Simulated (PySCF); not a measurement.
CH$_{6}$FO$_{3}$Si$_{3}$ (SMILES [CH2][Si]1(F)O[SiH2]O[SiH2]O1) (doublet)

```xyz
14

C     2.6522   -0.0934    0.0210
Si    0.9533   -0.3050    0.6979
F     0.9791   -0.8888    2.1912
O     0.0832   -1.3561   -0.1729
Si   -1.3765   -1.2044   -0.8777
O    -1.9150    0.3106   -0.6374
Si   -1.2900    1.5506    0.2082
O     0.1623    1.1045    0.7923
H     2.8537    0.2477   -0.9769
H     3.5137   -0.3146    0.6214
H    -2.2785   -2.1082   -0.1855
H    -1.1517   -1.3478   -2.3070
H    -1.0287    2.6160   -0.7455
H    -2.1575    1.7884    1.3487
```

Geometry: GFN2-xTB.

All numbers below come from UKS B3LYP, pcH-1 on C F H O Si, non-relativistic, mean-field spin-orbit, GIAO in PySCF.

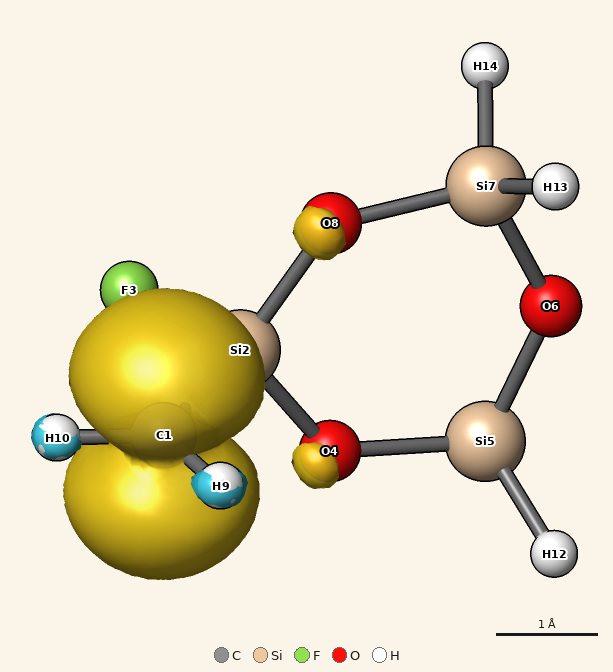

Figure 1. Isosurfaces of the spin density (α minus β) at +0.03 (yellow) and −0.03 e/Å³ (cyan), seen at a tilt.

Which atoms carry the spin?

Answer. The unpaired spin (1 electron) lies mostly on C1 (about 0.8) and Si2 (about 0.1), in electrons by Hirshfeld's partition.

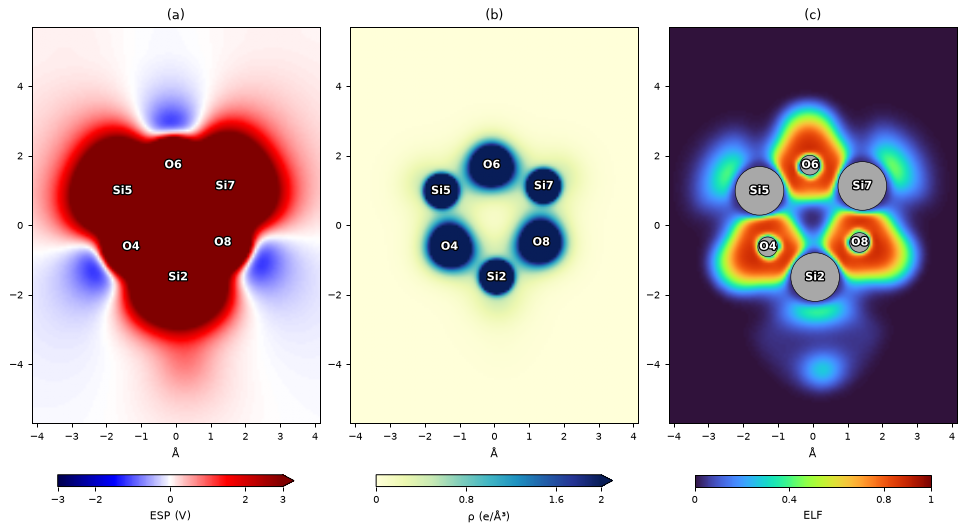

Figure 2. (a) molecular electrostatic potential; (b) total electron density; (c) ELF on the plane of atoms O4, Si5 and O6. Grey discs cover the atomic cores in the ELF map.

Describe what can be read from this map.

Answer.
- The section cuts through Si and O sites.
- Si–O (1.62 Å): ρ at the midpoint is about 1.2 e/Å³; the ELF peaks at about 0.85 between the atoms; a short, strongly polar bond.
- The ELF also peaks beside O4, O8 and O6, away from the bonds: non-bonding electrons, paired or unpaired.
- Outside the dense part of the molecule the potential is most negative (−1.2 V) near O4 and O8.

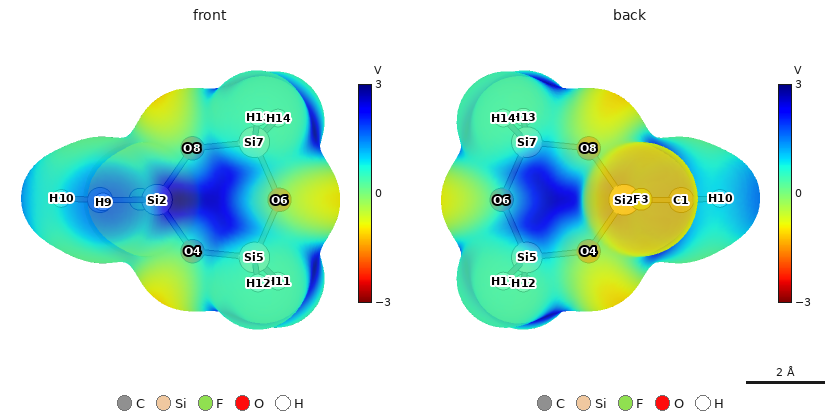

Figure 3. The molecular electrostatic potential painted on the density surface at 0.004 e/bohr³, seen from the front and from behind; red is negative and blue positive.

Describe the electrostatic potential map.

Answer. The most negative region (about −1.2 V) lies over F3, the most positive (about +2.7 V) over Si2, Si5 and Si7.
